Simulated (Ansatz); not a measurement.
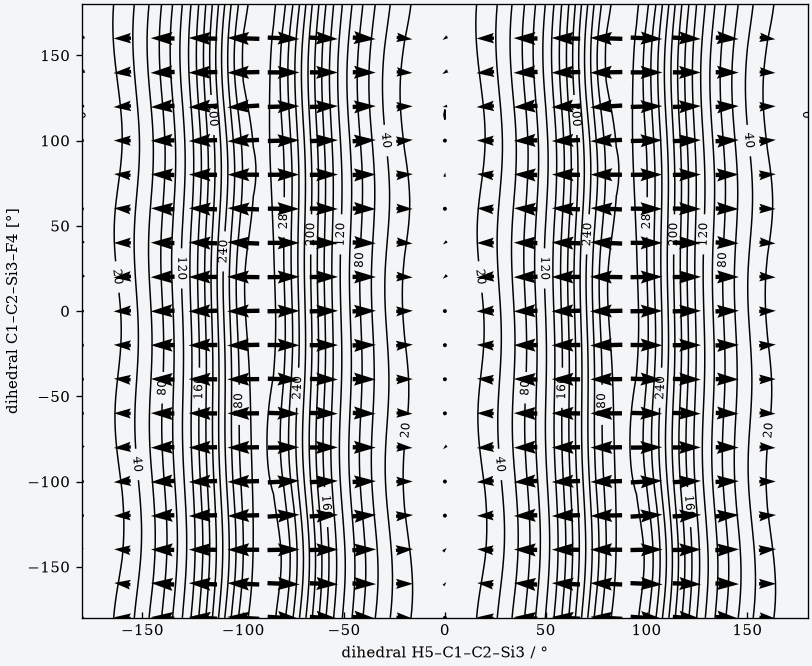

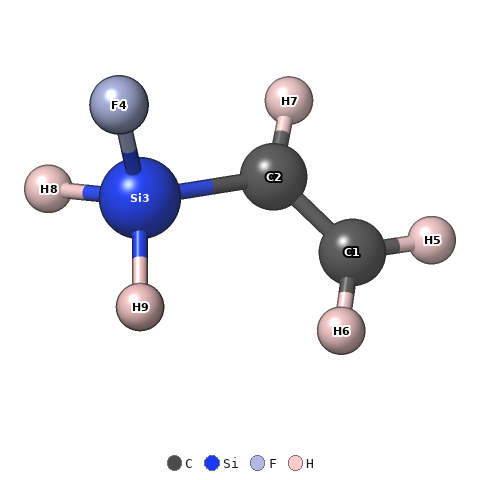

Energy landscape of C₂H₅FSi, SMILES C=C[SiH2]F. The first coordinate is: dihedral H5–C1–C2–Si3; the second: dihedral C1–C2–Si3–F4. Nothing is relaxed (all other coordinates rigid). The grid has 18 × 18 points. Energies are in kJ/mol, from the lowest grid point. The dihedral twists a double bond; near 90° a spin-restricted reference is unreliable. These are results of RKS PBE-D4/def2-SVP in Ansatz, not measurements.

In the figure: contour lines labelled in kJ/mol, arrows along the force (downhill), their lengths compressed. Between grid points the surface is interpolated. The second picture is the structure at the lowest point.

Summarise what can be read from the map.

Answer. The lowest grid point is at dihedral H5–C1–C2–Si3 = −180°, dihedral C1–C2–Si3–F4 = 120°; the map holds 3 wells of about this depth. There is a further well near dihedral H5–C1–C2–Si3 = 0°, dihedral C1–C2–Si3–F4 = −120° (0.9 kJ/mol above the lowest at that grid point). The highest grid point, dihedral H5–C1–C2–Si3 = 80°, dihedral C1–C2–Si3–F4 = 140°, lies 301 kJ/mol above the lowest. Round the minimum the valley is somewhat tilted: raising dihedral H5–C1–C2–Si3 shifts the best value of dihedral C1–C2–Si3–F4 downwards (coupling k₁₂/√(k₁₁k₂₂) about 0.2).

Grid values (kJ/mol):

| dihedral C1–C2–Si3–F4 ↓, dihedral H5–C1–C2–Si3 → | −180 | −140 | −100 | −60 | −20 | 20 | 60 | 100 | 140 |
| --- | --- | --- | --- | --- | --- | --- | --- | --- | --- |
| 160 | 6 | 86 | 301 | 157 | 20 | 28 | 177 | 276 | 71 |
| 120 | 0 | 80 | 294 | 156 | 16 | 22 | 172 | 274 | 69 |
| 80 | 4 | 76 | 282 | 164 | 23 | 22 | 164 | 282 | 76 |
| 40 | 6 | 83 | 293 | 161 | 21 | 27 | 173 | 280 | 74 |
| 0 | 0 | 80 | 297 | 163 | 18 | 21 | 173 | 284 | 73 |
| −40 | 5 | 79 | 291 | 163 | 23 | 24 | 170 | 280 | 76 |
| −80 | 4 | 81 | 289 | 157 | 20 | 25 | 170 | 273 | 71 |
| −120 | 1 | 73 | 282 | 168 | 21 | 19 | 162 | 289 | 77 |
| −160 | 7 | 76 | 284 | 172 | 27 | 23 | 164 | 294 | 82 |

The table holds every second grid line.

The input of one point:

```yaml
crystal:
  periodic: [false, false, false]
  atoms:
    - { symbol: C, position_ang: [-1.25844, 0.834686, -0.340019] }
    - { symbol: C, position_ang: [-0.294074, 0.434378, 0.514361] }
    - { symbol: Si, position_ang: [1.027993, -0.783993, 0.015012] }
    - { symbol: F, position_ang: [2.518517, -0.105491, 0.162446] }
    - { symbol: H, position_ang: [-2.042937, 1.5553, -0.04958] }
    - { symbol: H, position_ang: [-1.309521, 0.456125, -1.376516] }
    - { symbol: H, position_ang: [-0.304925, 0.833612, 1.545968] }
    - { symbol: H, position_ang: [1.020103, -1.995586, 0.90437] }
    - { symbol: H, position_ang: [0.820164, -1.164175, -1.423903] }
basis:
  gaussian: { orbitals: def2-SVP }
hamiltonian:
  xc: pbe
  dispersion: d4
output:
  forces: true
```

Time for the 324 points that were run: 26 min on 1 thread of AMD EPYC 7571, with other jobs on the host.
